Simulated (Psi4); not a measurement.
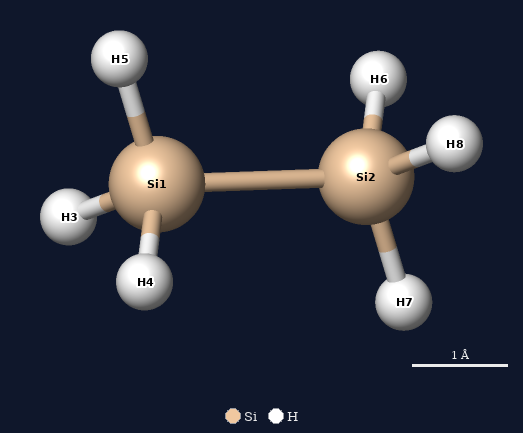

**Figure 1.** The structure (ball-and-stick view, seen at a tilt; atoms are numbered from 1 in the order of the input).

Si₂H₆: energy and gradient calculation

Si₂H₆, computed with r2SCAN/def2-TZVP, RKS (Psi4 1.11).

The geometry comes from this level: PBE0-D4/def2-TZVP.

## The program's output
```
gradient() will perform analytic gradient computation.

   => Loading Basis Set <=

    Name: DEF2-TZVP
    Role: ORBITAL
    Keyword: BASIS

         ---------------------------------------------------------
                                   SCF
                              RKS Reference
                        1 Threads,   1525 MiB Core
         ---------------------------------------------------------

  ==> Geometry <==

    Molecular point group: c1
    Full point group: C1

    Geometry (in Angstrom), charge = 0, multiplicity = 1:

       Center              X                  Y                   Z               Mass
    ------------   -----------------  -----------------  -----------------  -----------------
         SI          -0.352001625503     0.497301625503    -0.997948374497    27.976926534650
         SI           0.351998374497    -0.497298374497     0.997951625503    27.976926534650
         H            0.822398374497     0.955301625503    -1.787948374497     1.007825032230
         H           -1.124401625503    -0.476798374497    -1.814948374497     1.007825032230
         H           -1.219501625503     1.671201625503    -0.710948374497     1.007825032230
         H            1.127498374497     0.475701625503     1.813251625503     1.007825032230
         H            1.216598374497    -1.673398374497     0.710951625503     1.007825032230
         H           -0.822501625503    -0.952098374497     1.789551625503     1.007825032230

  Running in c1 symmetry.

  Rotational constants: A =      1.43167  B =      0.16934  C =      0.16934 [cm^-1]
  Rotational constants: A =  42920.40303  B =   5076.82377  C =   5076.82214 [MHz]
  Nuclear repulsion =   90.773081159957201

  Charge       = 0
  Multiplicity = 1
  Electrons    = 34
  Nalpha       = 17
  Nbeta        = 17

  ==> Algorithm <==

  SCF Algorithm Type is DF.
  DIIS enabled.
  MOM disabled.
  Fractional occupation disabled.
  Guess Type is SAD.
  Energy threshold   = 1.00e-08
  Density threshold  = 1.00e-08
  Integral threshold = 1.00e-12

  ==> Primary Basis <==

  Basis Set: DEF2-TZVP
    Blend: DEF2-TZVP
    Number of shells: 50
    Number of basis functions: 110
    Number of Cartesian functions: 120
    Spherical Harmonics?: true
    Max angular momentum: 3

  ==> DFT Potential <==

   => LibXC <=

    Version 7.1.2

   => Composite Functional: R2SCAN <=

    r2SCAN Meta-GGA XC Functional  (0.1021/acs.jpclett.0c02405)

    Deriv               =              1
    GGA                 =           TRUE
    Meta                =           TRUE

    Exchange Hybrid     =          FALSE
    MP2 Hybrid          =          FALSE

   => Exchange Functionals <=

    1.0000   XC_MGGA_X_R2SCAN

   => Correlation Functionals <=

    1.0000   XC_MGGA_C_R2SCAN

   => LibXC Density Thresholds  <==

    XC_MGGA_C_R2SCAN:  1.00E-15
    XC_MGGA_X_R2SCAN:  1.00E-11

   => Molecular Quadrature <=

    Radial Scheme          =       TREUTLER
    Pruning Scheme         =           NONE
    Nuclear Scheme         =       TREUTLER

    Blocking Scheme        =         OCTREE
    BS radius alpha        =              1
    Pruning alpha          =              1
    Radial Points          =             75
    Spherical Points       =            302
    Total Points           =         173639
    Total Blocks           =           1367
    Max Points             =            256
    Max Functions          =            109
    Weights Tolerance      =       1.00E-15

   => Loading Basis Set <=

    Name: (DEF2-TZVP AUX)
    Role: JKFIT
    Keyword: DF_BASIS_SCF

  ==> Integral Setup <==

  DFHelper Memory: AOs need 0.036 GiB; user supplied 0.036 GiB.
  SCF_SUBTYPE=INCORE selected. In-core MEM_DF algorithm will be used.
  Using in-core AOs.

  ==> MemDFJK: Density-Fitted J/K Matrices <==

    J tasked:                   Yes
    K tasked:                    No
    wK tasked:                   No
    Memory [MiB]:                36
    Algorithm:                 Core
    Schwarz Cutoff:           1E-12
    Mask sparsity (%):       1.3554
    Fitting Condition:        1E-10

   => Auxiliary Basis Set <=

  Basis Set: (DEF2-TZVP AUX)
    Blend: DEF2-UNIVERSAL-JKFIT
    Number of shells: 112
    Number of basis functions: 364
    Number of Cartesian functions: 430
    Spherical Harmonics?: true
    Max angular momentum: 4

  Cached 50.0% of DFT collocation blocks in 0.552 [GiB].

  Minimum eigenvalue in the overlap matrix is 2.1100782520E-03.
  Reciprocal condition number of the overlap matrix is 4.0508698784E-04.
    Using symmetric orthogonalization.

  ==> Pre-Iterations <==

  SCF Guess: Superposition of Atomic Densities via on-the-fly atomic UHF (no occupation information).

   -------------------------
    Irrep   Nso     Nmo
   -------------------------
     A        110     110
   -------------------------
    Total     110     110
   -------------------------

  ==> Iterations <==

                           Total Energy        Delta E     RMS |[F,P]|

   @DF-RKS iter SAD:  -582.05955745222332   -5.82060e+02   0.00000e+00
   @DF-RKS iter   1:  -582.43986625218645   -3.80309e-01   4.23861e-03 DIIS
   @DF-RKS iter   2:  -582.47762136258598   -3.77551e-02   3.17674e-03 DIIS
   @DF-RKS iter   3:  -582.52877799570604   -5.11566e-02   4.07339e-04 DIIS
   @DF-RKS iter   4:  -582.53033708929058   -1.55909e-03   8.93553e-05 DIIS
   @DF-RKS iter   5:  -582.53040900793962   -7.19186e-05   5.35738e-06 DIIS
   @DF-RKS iter   6:  -582.53040928331848   -2.75379e-07   1.09088e-06 DIIS
   @DF-RKS iter   7:  -582.53040929407939   -1.07609e-08   2.21458e-07 DIIS
   @DF-RKS iter   8:  -582.53040929451197   -4.32578e-10   2.17052e-08 DIIS
   @DF-RKS iter   9:  -582.53040929451583   -3.86535e-12   2.68590e-09 DIIS
  Energy and wave function converged.

  ==> Post-Iterations <==

   Electrons on quadrature grid:
      Ntotal   =   34.0000076470 ; deviation = 7.647e-06

    Orbital Energies [Eh]
    ---------------------

    Doubly Occupied:

       1A    -65.815639     2A    -65.815632     3A     -5.197198
       4A     -5.197122     5A     -3.538262     6A     -3.537828
       7A     -3.537827     8A     -3.537776     9A     -3.537775
      10A     -3.537632    11A     -0.535865    12A     -0.474376
      13A     -0.339943    14A     -0.339938    15A     -0.315906
      16A     -0.315901    17A     -0.276757

    Virtual:

      18A     -0.010608    19A     -0.010603    20A      0.008140
      21A      0.023832    22A      0.040636    23A      0.040646
      24A      0.068014    25A      0.140047    26A      0.151108
      27A      0.151111    28A      0.178798    29A      0.178803
      30A      0.195769    31A      0.195770    32A      0.202756
      33A      0.281262    34A      0.327156    35A      0.327175
      36A      0.338220    37A      0.338230    38A      0.346462
      39A      0.346471    40A      0.361577    41A      0.413666
      42A      0.479933    43A      0.495713    44A      0.495742
      45A      0.524006    46A      0.606854    47A      0.664580
      48A      0.664605    49A      0.851904    50A      0.872884
      51A      0.872888    52A      0.897571    53A      0.902462
      54A      0.952807    55A      0.952814    56A      1.007077
      57A      1.007085    58A      1.020318    59A      1.020323
      60A      1.056910    61A      1.095087    62A      1.095098
      63A      1.110342    64A      1.125878    65A      1.125902
      66A      1.172158    67A      1.200366    68A      1.200371
      69A      1.259515    70A      1.345296    71A      1.387247
      72A      1.387290    73A      1.402814    74A      1.402871
      75A      1.580651    76A      1.601121    77A      1.601132
      78A      1.865627    79A      1.865645    80A      1.881425
      81A      1.929415    82A      1.929448    83A      1.940711
      84A      1.977044    85A      1.977085    86A      1.990855
      87A      2.006588    88A      2.042314    89A      2.042328
      90A      2.115776    91A      2.305436    92A      2.365437
      93A      2.366099    94A      2.366147    95A      2.412330
      96A      2.412365    97A      2.597059    98A      2.720776
      99A      2.854203   100A      2.854247   101A      2.942848
     102A      2.942884   103A      6.163216   104A      6.163238
     105A      6.192698   106A      6.192719   107A      6.253801
     108A      6.373257   109A     10.532084   110A     10.664552

    Final Occupation by Irrep:
              A
    DOCC [    17 ]
    NA   [    17 ]
    NB   [    17 ]

  @DF-RKS Final Energy:  -582.53040929451583

   => Energetics <=

    Nuclear Repulsion Energy =             90.7730811599572007
    One-Electron Energy =                -986.8505924671567300
    Two-Electron Energy =                 357.5333590157675872
    DFT Exchange-Correlation Energy =     -43.9862570030838853
    Empirical Dispersion Energy =           0.0000000000000000
    VV10 Nonlocal Energy =                  0.0000000000000000
    Total Energy =                       -582.5304092945158345

Computation Completed

Properties will be evaluated at   0.000000,   0.000000,   0.000000 [a0]

Properties computed using the SCF density matrix

 Multipole Moments:

 ------------------------------------------------------------------------------------
     Multipole            Electronic (a.u.)      Nuclear  (a.u.)        Total (a.u.)
 ------------------------------------------------------------------------------------

 L = 1.  Multiply by 2.5417464519 to convert [e a0] to [Debye]
 Dipole X            :         -0.0001262            0.0000845           -0.0000416
 Dipole Y            :          0.0001281           -0.0000845            0.0000436
 Dipole Z            :          0.0001331           -0.0000845            0.0000486
 Magnitude           :                                                    0.0000774

 ------------------------------------------------------------------------------------

	total time  =          9 seconds =       0.15 minutes

         ------------------------------------------------------------
                                   SCF GRAD
         ------------------------------------------------------------

  ==> Geometry <==

    Molecular point group: c1
    Full point group: C1

    Geometry (in Angstrom), charge = 0, multiplicity = 1:

       Center              X                  Y                   Z               Mass
    ------------   -----------------  -----------------  -----------------  -----------------
         SI          -0.352001625503     0.497301625503    -0.997948374497    27.976926534650
         SI           0.351998374497    -0.497298374497     0.997951625503    27.976926534650
         H            0.822398374497     0.955301625503    -1.787948374497     1.007825032230
         H           -1.124401625503    -0.476798374497    -1.814948374497     1.007825032230
         H           -1.219501625503     1.671201625503    -0.710948374497     1.007825032230
         H            1.127498374497     0.475701625503     1.813251625503     1.007825032230
         H            1.216598374497    -1.673398374497     0.710951625503     1.007825032230
         H           -0.822501625503    -0.952098374497     1.789551625503     1.007825032230

  Nuclear repulsion =   90.773081159957201

  ==> Basis Set <==

  Basis Set: DEF2-TZVP
    Blend: DEF2-TZVP
    Number of shells: 50
    Number of basis functions: 110
    Number of Cartesian functions: 120
    Spherical Harmonics?: true
    Max angular momentum: 3

  ==> DFJKGrad: Density-Fitted SCF Gradients <==

    Gradient:                    1
    J tasked:                  Yes
    K tasked:                   No
    wK tasked:                  No
    Integrals threads:           1
    Memory [MiB]:             1144
    Schwarz Cutoff:          1E-12
    Fitting Condition:       1E-10

   => Auxiliary Basis Set <=

  Basis Set: (DEF2-TZVP AUX)
    Blend: DEF2-UNIVERSAL-JKFIT
    Number of shells: 112
    Number of basis functions: 364
    Number of Cartesian functions: 430
    Spherical Harmonics?: true
    Max angular momentum: 4

  ==> DFT Potential <==

   => LibXC <=

    Version 7.1.2

   => Composite Functional: R2SCAN <=

    r2SCAN Meta-GGA XC Functional  (0.1021/acs.jpclett.0c02405)

    Deriv               =              1
    GGA                 =           TRUE
    Meta                =           TRUE

    Exchange Hybrid     =          FALSE
    MP2 Hybrid          =          FALSE

   => Exchange Functionals <=

    1.0000   XC_MGGA_X_R2SCAN

   => Correlation Functionals <=

    1.0000   XC_MGGA_C_R2SCAN

   => LibXC Density Thresholds  <==

    XC_MGGA_C_R2SCAN:  1.00E-15
    XC_MGGA_X_R2SCAN:  1.00E-11

   => Molecular Quadrature <=

    Radial Scheme          =       TREUTLER
    Pruning Scheme         =           NONE
    Nuclear Scheme         =       TREUTLER

    Blocking Scheme        =         OCTREE
    BS radius alpha        =              1
    Pruning alpha          =              1
    Radial Points          =             75
    Spherical Points       =            302
    Total Points           =         173639
    Total Blocks           =           1367
    Max Points             =            256
    Max Functions          =            109
    Weights Tolerance      =       1.00E-15

  -Total Gradient:
     Atom            X                  Y                   Z
    ------   -----------------  -----------------  -----------------
       1       -0.000001947410    -0.000023136283     0.000048955801
       2       -0.000017277217     0.000043312540    -0.000026684182
       3        0.000335226962     0.000069059244    -0.000100666234
       4       -0.000151397406    -0.000288304719    -0.000105188875
       5       -0.000179396512     0.000238948607     0.000169308565
       6        0.000152235407     0.000277481937     0.000092642030
       7        0.000184009485    -0.000256028970    -0.000170100323
       8       -0.000321883160    -0.000061730018     0.000091739594

	total time  =          2 seconds =       0.03 minutes
```

## Standard output
```
gradient / Eh bohr^-1
[[-2.00e-06 -2.30e-05  4.90e-05]
 [-1.70e-05  4.30e-05 -2.70e-05]
 [ 3.35e-04  6.90e-05 -1.01e-04]
 [-1.51e-04 -2.88e-04 -1.05e-04]
 [-1.79e-04  2.39e-04  1.69e-04]
 [ 1.52e-04  2.77e-04  9.30e-05]
 [ 1.84e-04 -2.56e-04 -1.70e-04]
 [-3.22e-04 -6.20e-05  9.20e-05]]
energy = -582.5304092945 Eh
```

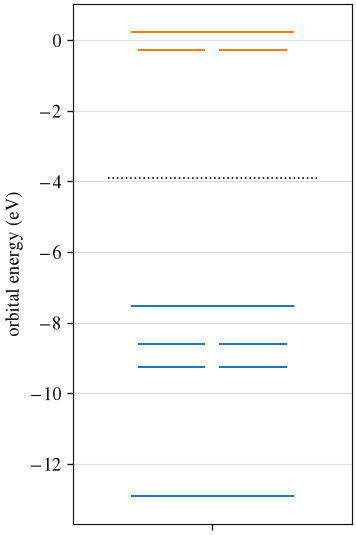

**Figure 2.** Orbital energies near the frontier; the dotted line parts filled from empty levels, and levels within 0.02 eV of each other stand side by side. Highest filled −7.53 eV, lowest empty −0.29 eV, 7.24 eV apart.

This output came from the following input.

## Input file (h6si2.py)
```python
import psi4

psi4.set_memory(1600000000)
psi4.set_num_threads(1)
psi4.core.set_output_file('output.dat', False)

mol = psi4.geometry("""
Si    -0.340500     0.490200    -1.004900
Si     0.363500    -0.504400     0.991000
H      0.833900     0.948200    -1.794900
H     -1.112900    -0.483900    -1.821900
H     -1.208000     1.664100    -0.717900
H      1.139000     0.468600     1.806300
H      1.228100    -1.680500     0.704000
H     -0.811000    -0.959200     1.782600
symmetry c1
""")

options = {'basis': 'def2-TZVP', 'scf_type': 'df', 'scf_initial_accelerator': 'none'}
psi4.set_options(options)

e_tot, wfn = psi4.gradient('r2scan', return_wfn=True)
print('gradient / Eh bohr^-1')
print(e_tot.np.round(6))
print(f'energy = {wfn.energy():.10f} Eh')
```

Launched with:
```bash
python h6si2.py
```

## Results in brief

```csv
quantity,value
outcome,converged
total energy,−582.530409 hartree
basis functions,110
largest force,0.018 eV/Å
HOMO,−7.53 eV
LUMO,−0.29 eV
dipole moment,0.00 D
hardware,"1 thread of Intel Xeon (Granite Rapids), 192 GiB of memory available, shared host"
wall time,12 s
peak memory,0.79 GiB
```
